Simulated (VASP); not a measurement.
Band structure of LaB (relaxed from the rock salt structure, space group Fm-3m). All values below come from PBE GGA, VASP's PBE PAW potentials (set 64) (plane waves; VASP).

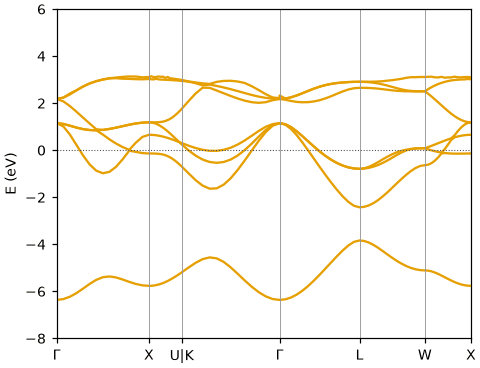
*Bands along high-symmetry lines, zero at the valence-band maximum or, without a gap, the Fermi level*

Task: Read the plot: is there a gap, and where are the band edges?

Result: It has no gap at this level: it comes out as a metal or semimetal. (Edges off the drawn lines would not show.)

The structure was generated: LaB was put into the rock salt type (Fm-3m), which need not be its known phase. It was relaxed first, which changed the volume by -27 %.
